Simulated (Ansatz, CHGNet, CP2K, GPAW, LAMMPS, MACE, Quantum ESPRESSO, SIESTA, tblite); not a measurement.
# tblite on amorphous 67HfO2-33GeO2 (mol %) (72 atoms): settings against a plane-wave reference

Aim: run amorphous 67HfO2-33GeO2 (mol %) (72 atoms) in tblite and see how near its forces come to a plane-wave reference, and at what cost.

Method: the method is named at each step, in tblite 0.8.0.

## (1) The starting structure

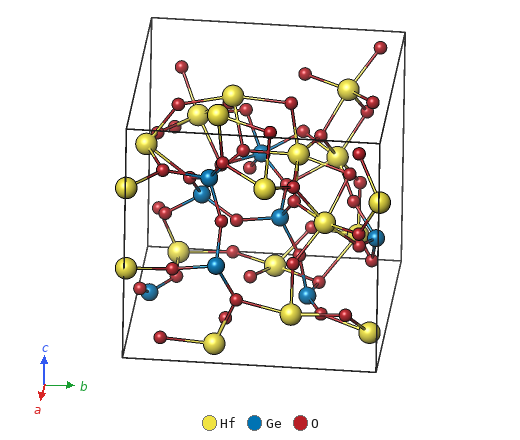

The cell as given, slightly off an axis (hafnium yellow, germanium blue, oxygen red). Some periodic images of atoms are drawn too.

The cell holds 72 atoms: 16 Hf, 8 Ge and 48 O. Its edges and angles: a = 9.973 Å, b = 9.973 Å, c = 9.973 Å, α = 90.0°, β = 90.0°, γ = 90.0°. 72 atoms (16 Zr, 8 Ge, 48 O) placed at random at 4.59 g/cm³, melted at 5000 K for 10 ps at fixed volume with the Morse and Coulomb pair potential with partial charges (Pedone, Malavasi, Menziani, Cormack and Segre, J. Phys. Chem. B 110, 11780 (2006)). Quenched from 5000 K to 300 K at 20 K/ps and fixed volume, held 10 ps at zero pressure, then minimised at fixed cell. Then Zr was replaced by Hf and the cell scaled by 1.008 (the potential has no terms for the new elements, so the cell is a start for a DFT relaxation).

The yardstick, on the same geometry:

| Item | Value |
| --- | --- |
| method | Kohn-Sham DFT, PBE, PAW, plane waves (Ansatz 0.2.0); cutoff 420 eV, Γ point, fermi-dirac smearing of 0.05 eV; PAW set soft_2 |
| r.m.s. force component | 0.7386 eV/Å |
| longest force | 3.019 eV/Å |
| pressure | -4.67 GPa |
| gap (highest filled to lowest empty level) | 2.065 eV |
| SCF cycles | 11 |
| time | 24 s on 4 threads of Arm Neoverse V1, shared host |
| CPU time | 92 s |

## (2) GFN1-xTB

Method: GFN1-xTB tight binding, diagonalisation.

run.py

```python
import numpy as np
from ase.io import read
from tblite.ase import TBLite

atoms = read("structure.xyz")
atoms.calc = TBLite(method="GFN1-xTB", electronic_temperature=580, accuracy=1.0, max_iterations=250, mixer_damping=0.4, verbosity=1)
energy = atoms.get_potential_energy()
forces = atoms.get_forces()
print(f"energy {energy:.6f} eV")
print("forces (eV/A)")
for i, (a, f) in enumerate(zip(atoms, forces)):
    print(f"{i:4d} {a.symbol:2s} {f[0]:10.5f} {f[1]:10.5f} {f[2]:10.5f}")
stress = -atoms.get_stress(voigt=False) * 160.21766
print("stress (GPa, compression positive)")
for row in stress:
    print(" ".join(f"{x:10.4f}" for x in row))
print("charges (e)")
print(np.array2string(atoms.get_charges(), precision=4, suppress_small=True, max_line_width=110, threshold=100000))
```

structure.xyz

```xyz
72
Lattice="9.97254 0.00000 0.00000 0.00000 9.97254 0.00000 0.00000 0.00000 9.97254" Properties=species:S:1:pos:R:3 pbc="T T T"
Hf 9.25053 9.94182 7.04939
Hf 2.34953 7.99838 8.47985
Hf 2.05863 7.58990 5.37560
Hf 1.79546 2.06541 6.73127
Hf 7.62201 9.47511 0.55318
Hf 5.32095 0.37128 7.07921
Hf 9.59009 0.04657 3.71946
Hf 1.59940 5.16219 0.26916
Hf 7.12219 7.60207 4.98358
Hf 5.51013 6.37604 7.10065
Hf 8.46569 6.45084 1.56330
Hf 4.63025 3.67698 9.04948
Hf 8.33076 3.44581 0.03052
Hf 9.40730 5.42097 7.43263
Hf 1.56748 8.40167 1.79665
Hf 0.83929 1.29464 0.24313
Ge 4.28241 2.48895 4.50649
Ge 4.31851 0.49743 0.13353
Ge 1.38319 4.54299 5.01669
Ge 7.00292 3.01450 6.58557
Ge 8.59035 3.48790 3.55691
Ge 4.85234 6.75231 0.64403
Ge 4.57550 9.38735 3.18513
Ge 4.43818 5.58851 3.77740
O 6.61459 7.46235 0.75093
O 8.81373 5.54573 9.60844
O 2.90610 1.41839 0.20793
O 3.61066 8.39847 4.25030
O 8.28788 9.00939 8.64569
O 5.45867 6.22596 5.01379
O 4.17610 9.13794 8.89331
O 5.91761 8.43697 6.57519
O 0.52815 1.25873 8.15684
O 0.64373 6.49103 1.55582
O 5.78238 0.25500 0.99646
O 8.51575 1.76843 3.28176
O 7.40581 1.22094 7.00551
O 4.68650 6.39649 2.30555
O 2.74394 5.66819 4.38732
O 3.42287 4.36588 0.62568
O 8.64589 1.34988 0.32530
O 1.16958 6.17450 8.47925
O 3.42966 7.04799 6.93600
O 3.59849 9.14861 1.71627
O 1.23620 9.12647 9.84369
O 5.43962 2.10530 5.77849
O 6.32827 3.68525 0.19706
O 4.28839 1.05888 3.60088
O 3.30251 0.61929 6.60511
O 6.16373 8.87347 3.58972
O 0.28631 3.98313 3.81619
O 8.33555 4.28430 1.99969
O 0.49464 3.39645 0.21850
O 0.95607 0.49583 2.16843
O 0.39402 1.02139 5.47383
O 5.71307 4.21350 7.22959
[... 12 atom lines left out ...]
O 7.75245 3.59470 5.10375
O 8.19055 3.64177 7.85966
O 5.11073 1.58055 8.77643
O 2.68511 3.08102 5.06116
```

Command:

```bash
> OMP_NUM_THREADS=1 python run.py > output.txt
```

The program printed:

```text
------------------------------------------------------------
  cycle        total energy    energy error   density error
------------------------------------------------------------
      1     -205.0619956641  -2.0515936E+02   1.3714138E+00
      2     -267.6653605512  -6.2603365E+01   1.8388746E+00
      3     -193.6581608373   7.4007200E+01   1.0418870E+00
      4     -244.6194164475  -5.0961256E+01   7.3309775E-01
      5     -246.2590985386  -1.6396821E+00   4.4315237E-01
      6     -256.9600335403  -1.0700935E+01   3.2204702E-01
      7     -255.7960892669   1.1639443E+00   2.9800962E-01
      8     -258.7149527993  -2.9188635E+00   1.5368450E-01
      9     -258.9843649234  -2.6941212E-01   1.2555319E-01
     10     -259.7445353441  -7.6017042E-01   6.5391162E-02
     11     -259.8978699757  -1.5333463E-01   3.2736641E-02
     12     -259.8802163576   1.7653618E-02   3.1783793E-02
     13     -259.9354583063  -5.5241949E-02   1.7096372E-02
     14     -259.9398528664  -4.3945601E-03   1.2102839E-02
     15     -259.9416089915  -1.7561251E-03   8.8577408E-03
     16     -259.9440567390  -2.4477476E-03   4.1230445E-03
     17     -259.9441365983  -7.9859211E-05   2.8547071E-03
     18     -259.9446146578  -4.7805958E-04   1.4665525E-03
     19     -259.9446769189  -6.2261117E-05   9.0964407E-04
     20     -259.9446825060  -5.5870303E-06   6.6418429E-04
     21     -259.9446987777  -1.6271751E-05   3.9115668E-04
     22     -259.9447035832  -4.8054279E-06   1.6589522E-04
     23     -259.9447037165  -1.3332044E-07   1.1643745E-04
     24     -259.9447044092  -6.9271664E-07   6.1586195E-05
     25     -259.9447045522  -1.4305277E-07   1.7315736E-05
------------------------------------------------------------
 total:                                   4.230 sec
energy -7073.455701 eV
forces (eV/A)
   0 Hf    0.33287   -0.37834    0.40233
   1 Hf   -0.32754    0.12888   -0.33794
   2 Hf   -0.21202    0.79273    0.31840
   3 Hf    0.98285   -0.91840    1.42818
   4 Hf    1.09984    0.23602   -1.17222
   5 Hf   -1.59219   -0.28189    0.09842
   6 Hf    1.07777    0.31964    1.01091
   7 Hf    0.47370   -0.61446   -0.55232
   8 Hf    1.68984    0.41040   -1.12360
   9 Hf   -0.74286    0.40635    0.57489
  10 Hf    0.60741    0.32552    0.92731
  11 Hf   -0.85835   -0.37687    0.24407
  12 Hf   -1.67961   -0.23192   -0.15978
  13 Hf   -0.32096    0.18589    0.48644
  14 Hf    0.01170    0.44165   -0.12223
  15 Hf   -0.25594    0.14002   -0.20544
  16 Ge   -0.91963   -0.42704    2.38366
  17 Ge    0.08154    0.15748   -2.64936
  18 Ge   -1.48454    1.25219    3.07734
  19 Ge    1.01705   -0.13572    2.85958
  20 Ge    0.36666   -1.58591   -1.87252
  21 Ge    0.10249    0.75385   -2.65853
  22 Ge   -0.83578   -2.90870    1.04798
  23 Ge   -0.22882    0.51515    1.77184
[...]
64 O    -0.39978    0.62110   -0.30394
  65 O    -0.41967   -0.31384   -0.26596
  66 O     0.64101   -0.53333   -0.76987
  67 O     1.04573   -0.45428   -1.34112
  68 O    -0.14579    0.93986   -0.26238
  69 O     0.69750    0.25817   -0.28398
  70 O     0.39841    0.21532   -0.60482
  71 O     0.37071   -1.06969   -0.52832
stress (GPa, compression positive)
   -8.0308     1.4719    -0.1118
    1.4719    -3.7652    -0.6967
   -0.1118    -0.6967    -5.1177
charges (e)
[ 1.2138  1.185   1.1772  1.1578  1.1505  1.146   1.2033  1.1536  1.1718  1.1875  1.1794  1.1481  1.1737
  1.1938  1.1676  1.2099  0.6671  0.658   0.6784  0.6712  0.6494  0.669   0.6441  0.6745 -0.454  -0.618
 -0.4232 -0.5005 -0.5947 -0.4506 -0.4851 -0.5999 -0.5899 -0.5931 -0.4485 -0.4534 -0.4752 -0.2825 -0.3576
 -0.5897 -0.5943 -0.5879 -0.6126 -0.4243 -0.6101 -0.3804 -0.6082 -0.2844 -0.6058 -0.4461 -0.3103 -0.4234
 -0.6067 -0.6012 -0.6074 -0.4796 -0.4803 -0.5959 -0.4758 -0.5916 -0.6319 -0.5803 -0.4898 -0.5906 -0.5971
 -0.5967 -0.4298 -0.2903 -0.3161 -0.4804 -0.5111 -0.3741]
```

The job ended after 4.9 s (1 thread of Arm Neoverse V1, shared host; peak memory 0.11 GiB).

Banners, paths, timers and routine set-up lines are dropped from the logs unmarked, and long logs keep their key lines alone; longer cuts are marked.

Against the reference:

```
r.m.s. force component                  : 0.7808 eV/Å
r.m.s. difference of force components   : 757.7 meV/Å
longest difference of force vectors     : 3237 meV/Å
force difference over r.m.s. force      : 102.6 %
slope of forces against the reference's : 0.5326
correlation of force components         : 0.5038
pressure                                : -5.638 GPa
pressure difference                     : -0.9675 GPa
```

Length of the force difference by element (eV/Å):

| element | atoms | mean | most |
| --- | --- | --- | --- |
| Ge | 8 | 2.4 | 3.2 |
| Hf | 16 | 1.0 | 2.0 |
| O | 48 | 0.88 | 2.5 |

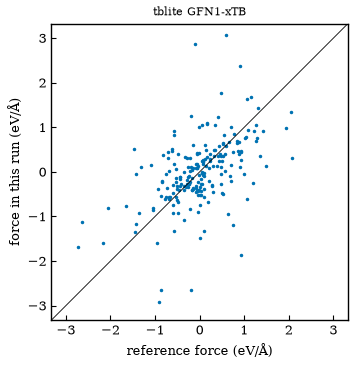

Force components against those of the reference; the line marks equality.

A closer look about Hf5, which has 5 bonded neighbours where the commonest count for Hf is 6: 9 atoms, nearest first, numbered in the order of the input, with positions taken from that point.

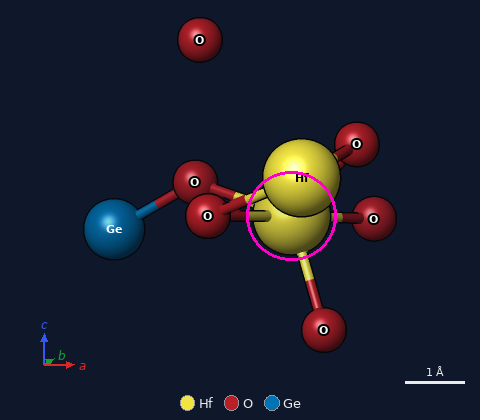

The atoms of the table, within 3.5 Å (arrows a, b, c point along x, y, z); some may hide others; the central atom is ringed.

| atom | x | y | z | distance (Å) | bonds | Mulliken charge (e) | Fx | Fy | Fz (eV/Å) |
| --- | --- | --- | --- | --- | --- | --- | --- | --- | --- |
| Hf5 | 0.00 | 0.00 | 0.00 | 0.00 | 5 | 1.15 | 1.10 | 0.24 | -1.17 |
| O35 | -1.84 | 0.75 | 0.44 | 2.04 | 2 | -0.45 | 1.33 | 0.31 | 0.46 |
| O29 | 0.67 | -0.47 | -1.88 | 2.05 | 2 | -0.59 | -0.37 | 0.85 | 0.66 |
| O60 | 1.32 | -0.83 | 1.35 | 2.06 | 4 | -0.59 | -1.33 | 0.10 | -0.63 |
| O41 | 1.02 | 1.85 | -0.23 | 2.12 | 3 | -0.59 | -0.40 | -0.08 | 0.25 |
| O25 | -1.01 | -2.01 | 0.20 | 2.26 | 3 | -0.45 | -1.33 | -0.33 | 0.14 |
| Hf11 | 0.84 | -3.02 | 1.01 | 3.30 | 6 | 1.18 | 0.61 | 0.33 | 0.93 |
| O50 | -1.46 | -0.60 | 3.04 | 3.42 | 2 | -0.45 | 0.12 | 0.47 | -0.51 |
| Ge18 | -3.30 | 0.99 | -0.42 | 3.48 | 5 | 0.66 | 0.08 | 0.16 | -2.65 |

Atoms are counted from 1 here, from 0 in the log.

Forces lie 103 % from the reference's, at 0.053 times its CPU time (on 1 against 4 cores).

## (3) What came out

```
force difference from the reference : tblite GFN1-xTB, 103 %
its CPU time                        : 4.9 s
```

Tight binding differs by 103 % (tblite GFN1-xTB); it is another model, with fitted parameters of its own, and the xTB methods hold dispersion. One electronic-structure run takes under half the reference's CPU time: tblite GFN1-xTB, at 103 % in 4.9 s against 92 s, too far off to be of use. Periodic xTB results under one method name differ between programs and library versions. The quench rate of 20 K/ps is many orders above laboratory rates, so the cell is likely richer in defects and strain than a real sample. The network of bonds at the start is that of the classical potential that made the cell, and needn't be the one that DFT or experiment would give. The reference's stress is far from hydrostatic: its diagonal is -7.9, -4.1, -1.9 GPa, compression counted positive. The reference's pressure of -4.7 GPa belongs to a cell and atoms that aren't relaxed at this level. The electronic-structure runs sample only Γ, in a cell whose shortest periodic width is 10 Å. Spin–orbit coupling is left out, which matters for the levels of the heavy elements.

[Also dropped from logs without a mark: logging warnings of Python, and SIESTA's first energy breakdown and zero terms.]

[Logs are printed without paths, hosts, clocks, repeated set-up lines and the standing remarks that a program may print on its own settings, such as how far it seeks lower states.]

[Hosts, paths, dates, database ids (printed as entryN), source tags and the programs' standing remarks are cut or masked in the printed files.]
